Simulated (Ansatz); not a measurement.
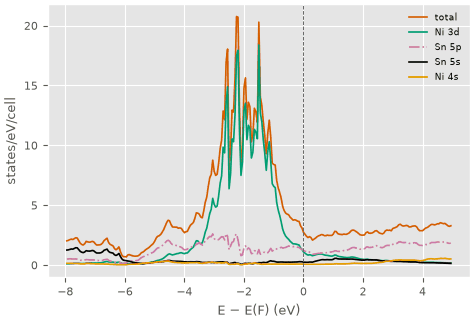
Fig. 1. Total and projected density of states of Ni3Sn4 in space group C2/m (No. 12; Ni on 2a, Ni on 4i, Sn on 4i, Sn on 4i), PBEsol in the plane-wave PAW code Ansatz

**Question.** Which orbitals carry the states next to the Fermi level?

**Answer.** Within 0.5 eV of the Fermi level: Ni 3d 43 %, Sn 5p 42 %, Sn 5s 9 %. Projections are on Löwdin-orthogonalised atomic valence shells; empty p or d shells of many metals are not among them.

**Question.** Where is the tallest occupied peak in this window, and what makes it?

**Answer.** Near -2.2 eV, about 21 states/eV per cell; the largest projected share is Ni 3d.

The workflow started from a Materials Project entry (that database holds measured and hypothetical structures alike); the Crystallography Open Database files this formula in space group No. 12, but the cells were not matched. Whether it is the stable phase at ambient conditions was not checked. Symmetry was held in the PBEsol relaxation; whether a distortion lowers the energy is not shown. No spin polarisation was allowed. The program gave a warning on the electronic state, which may not be the lowest. Scalar-relativistic: spin–orbit coupling is off unless named, which matters more the heavier the elements.

Potentials: the earlier of the program's two PAW sets. The files were generated under PBE; for other functionals the program regenerates the frozen cores, and for LDA and PBEsol the local potential too.
